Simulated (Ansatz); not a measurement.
Formation energy of the localised charge states of Ag on the Zn site (Ag_Zn) in wurtzite ZnO (start: the Zn site; 96-site cell, 2×2×2 shifted sampling) against the Fermi level, O-rich (Δμ(Zn) = -2.85 eV, Δμ(Ag) = -0.14 eV, bounded by Ag2O (Pn-3m); only phases computed here count, gases as isolated molecules at 0 K). Method: PBE, PAW (plane waves to 420 eV; Ansatz, an electronic-structure program).

Charges with a result: +1, 0, −1. Others weren't obtained, and one of them could lie lower, also by skipping a charge.

Cell and caveats: 96-site cell; 2×2×2 shifted k-points; host gap 0.74 eV; charged states image-corrected; finite-size errors of tenths of an eV; flagged in the runs: a host whose relaxation on this sampling wasn't shown to rest, a strain field that reaches the edge of the cell.

Left out: charge +1 (carrier in host band states).

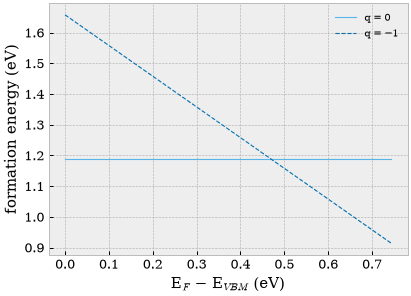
*Formation energy of each charge state against the Fermi level*

Crossings of the lowest lines: (0/−1) at 0.47 eV. At the valence-band maximum: q = 0: 1.19 eV; q = −1: 1.66 eV.
